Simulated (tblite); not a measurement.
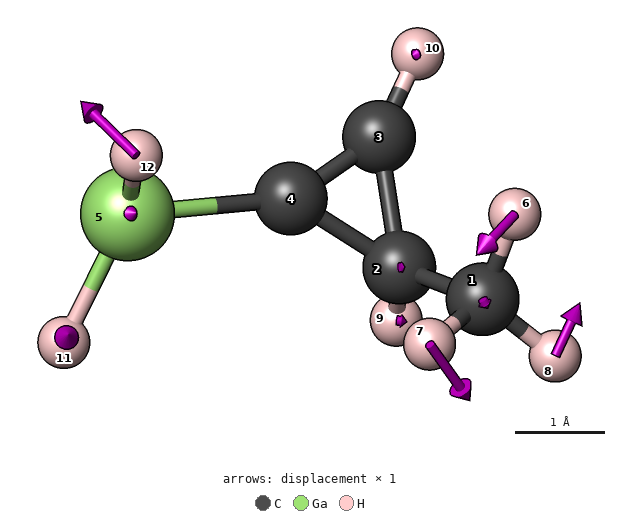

This is a relaxation of C4H7Ga. The starting structure is drawn; purple arrows show the displacements, at their true length. The two geometries are superimposed by the best rigid fit.

A ball-and-stick model, seen at a tilt.

Theory: GFN2-xTB geometry optimisation, gas phase (tblite). 

Which element moves most?

Hydrogen: up to 1.01 Å, against 0.17 Å for gallium.

Describe the change and its energy.

The largest moves after the best rigid fit, 1.01 Å, are those of H7 and H12. Largest moves by element: H 1.01 Å, Ga 0.17 Å, C 0.14 Å. Near-neighbour distances that change, for instance: Ga5–H12 1.468 → 1.573 Å, Ga5–H11 1.655 → 1.571 Å, C2–C4 1.490 → 1.532 Å, C4–Ga5 2.003 → 1.970 Å. Bond angles that change, for instance: C4–Ga5–H12 104.0° → 120.7°, H11–Ga5–H12 127.4° → 118.2°, C4–Ga5–H11 113.3° → 121.1°. Groups turn about C1–C2 by about 40°. Over 109 geometry steps the energy falls by 13.0 kcal/mol.
